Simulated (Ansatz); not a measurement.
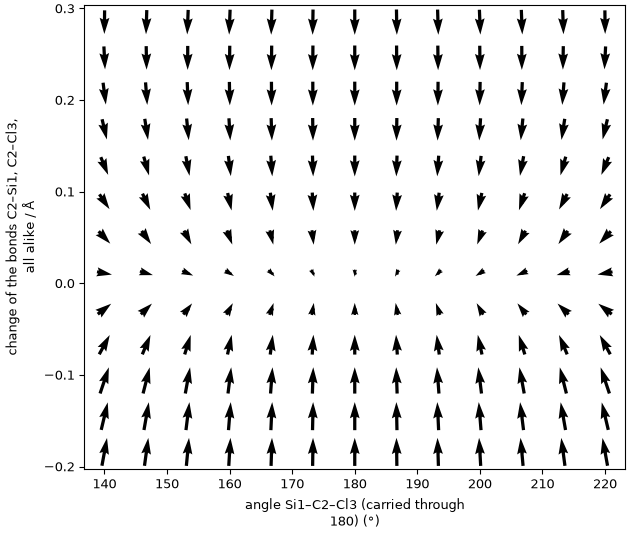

CClSi, SMILES [Si+]#CCl, charge +1. 
- The first coordinate is: angle Si1–C2–Cl3 (carried through 180); the second: change of the bonds C2–Si1, C2–Cl3, all alike.
- Nothing is relaxed (all other coordinates rigid).
- The scan uses a 13 × 13 grid; 112 points were computed and 57 follow by symmetry.
- Points are written as (first, second).
- Computed with RKS PBE0-D4/def2-TZVP in Ansatz.

The picture shows dots at the grid points, arrows along the force (downhill), their lengths compressed.

The arrows alone are given. Where is the energy lowest?

The arrows converge at about (180°, 0.000 Å) (read from the interpolated surface).

The energy map of the same scan:

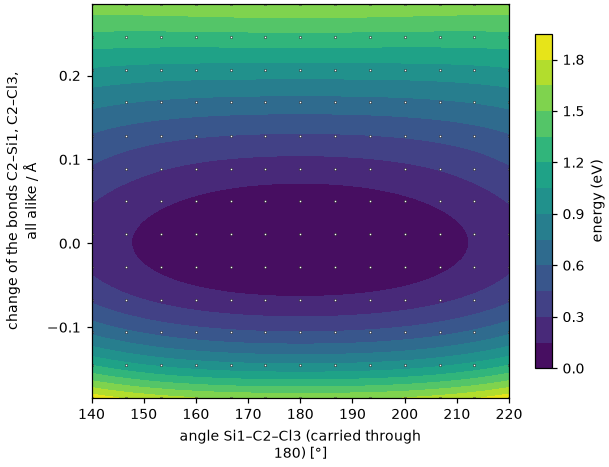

Energies are in eV, from the relaxed molecule at the same level; between grid points the surface is interpolated.
